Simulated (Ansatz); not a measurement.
```yaml
atoms:
  - { symbol: C, position_ang: [-1.7483, 2.1412, 0.3338] }
  - { symbol: C, position_ang: [-2.1687, 0.7361, 0.7793] }
  - { symbol: C, position_ang: [-1.9813, -0.2952, -0.3375] }
  - { symbol: O, position_ang: [-1.4689, 0.3391, 1.9407] }
  - { symbol: Zn, position_ang: [0.1818, 0.8305, 2.2873] }
  - { symbol: H, position_ang: [-1.9036, 2.8622, 1.1450] }
  - { symbol: H, position_ang: [-2.3081, 2.4880, -0.5429] }
  - { symbol: H, position_ang: [-0.6796, 2.1446, 0.0653] }
  - { symbol: H, position_ang: [-3.2384, 0.7668, 1.0417] }
  - { symbol: H, position_ang: [-2.5898, -0.0538, -1.2177] }
  - { symbol: H, position_ang: [-0.9281, -0.3328, -0.6483] }
  - { symbol: H, position_ang: [-2.2644, -1.2906, 0.0192] }
  - { symbol: H, position_ang: [1.5849, 1.1730, 2.7480] }
```

Geometry: B3LYP/6-31G*.

Theory: isolated molecule in a Gaussian basis; Kohn-Sham density functional theory, functional PBE0 in Ansatz 0.2.0.

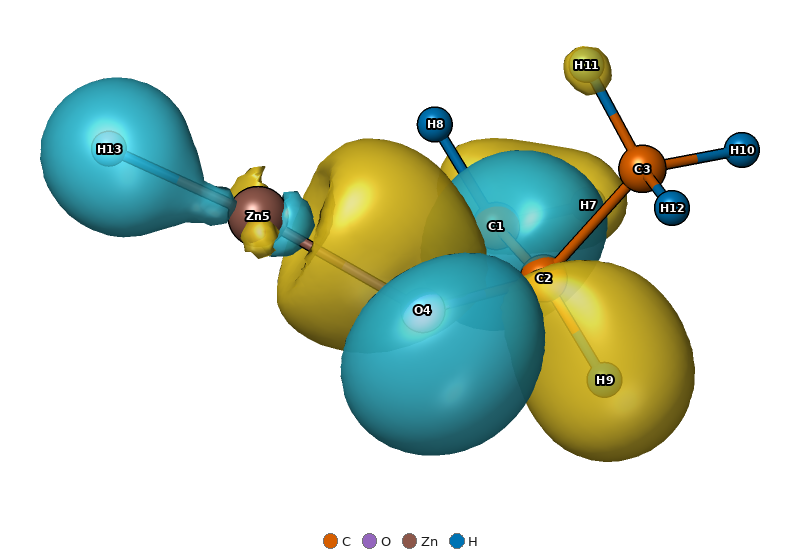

C3H8OZn. The HOMO−1 at ±0.1 Å⁻³ᐟ² (yellow and cyan are the two phases), seen from one side.

Where does this orbital lie, and at what energy?

Answer. By Hirshfeld shares it lies mainly on O4 (about 50 %), C2 (about 10 %), C1 (about 10 %), Zn5 (about 10 %) and H9 (about 5 %). Its energy is −7.70 eV.
